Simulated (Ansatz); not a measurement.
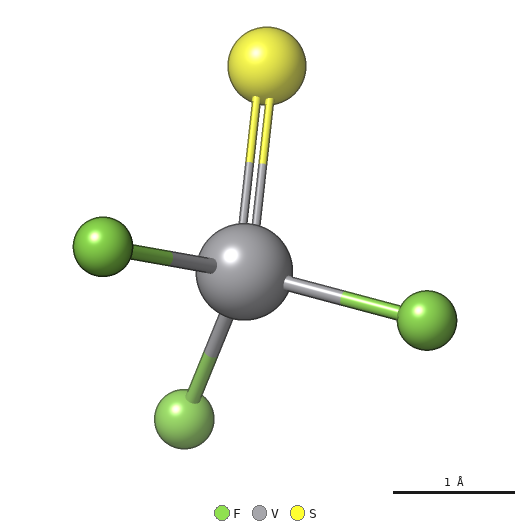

Rendered structure (ball-and-stick style). Double and triple bonds are drawn as two and three sticks.

The species is neutral and a spin singlet. Computed geometry: PBE0-D4/def2-TZVP optimisation.

Description:

The molecule is VSF3. SMILES: `[F][V]([F])([F])=[S]`. The point group is C3v. Coordination: 1 V tetrahedral.

The parts below concern this one geometry. Atoms keep their numbers from picture to picture.

Geometry

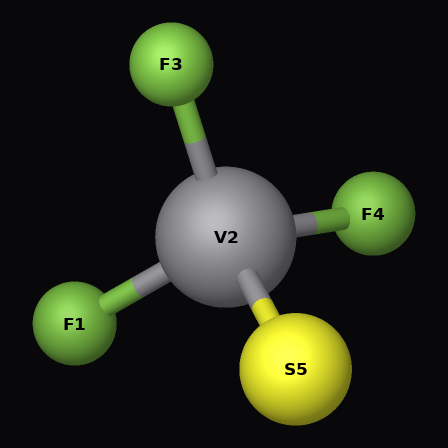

Which atoms are bonded, and how long are the bonds?

```csv
bond,length (Å)
F1–V2,1.710
V2–F3,1.710
V2–F4,1.710
V2–S5,1.982
```

Electronic properties

Level of theory: RKS B97M-V/def2-TZVPP (Ansatz 0.2.0).

Question: Estimate the HOMO energy (Kohn–Sham orbital).

Answer: −8.10 eV.

Question: Give the HOMO–LUMO gap at this level.

Answer: 3.13 eV.

Thermal motion

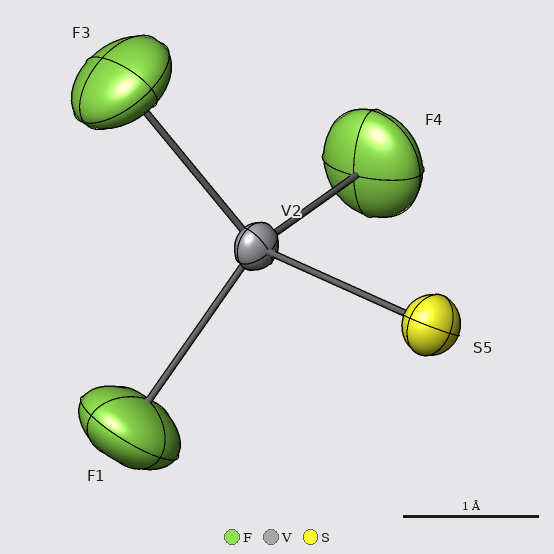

Displacement ellipsoids at the 50 % level, enlarged 3 times, from the internal vibrations of the free molecule (harmonic, no overall translation or rotation; no half-axis is drawn under 0.075 Å). Vibrations computed with RKS PBE0-D4/def2-TZVP (Ansatz 0.2.0). Temperature: 600 K.

Question: Which atom has the largest mean-square displacement?

Answer: F1, F3, F4, with U_eq = 0.0065 Å².

Give the displacement parameters, one line for each set of equivalent atoms.

| atom | U_eq (Å²) | rms amplitudes (Å) |
| --- | --- | --- |
| F1, F3, F4 | 0.0065 | 0.055, 0.090, 0.091 |
| V2 | 0.0014 | 0.031, 0.040, 0.040 |
| S5 | 0.0024 | 0.045, 0.051, 0.051 |

Charges

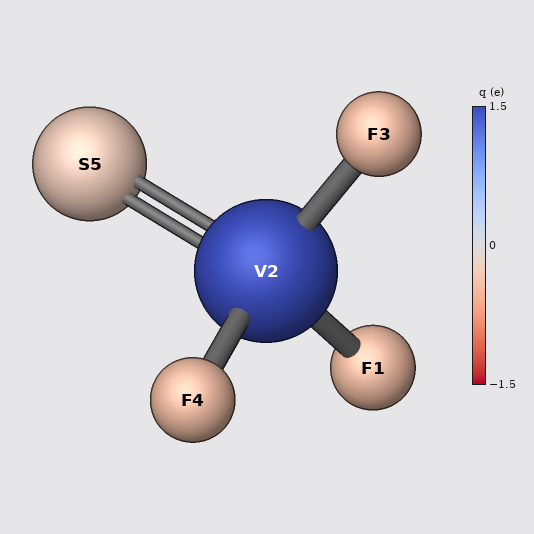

Atoms are coloured by their Mulliken charges. Properties computed with RKS PBE0-D4/def2-TZVP (Ansatz 0.2.0).

Give the Mulliken charges atom by atom.

```tsv
atom	value (e)
F1	−0.40
V2	1.46
F3	−0.40
F4	−0.40
S5	−0.27
```

Mulliken values depend strongly on the basis set and can even reverse the polarity of a bond.
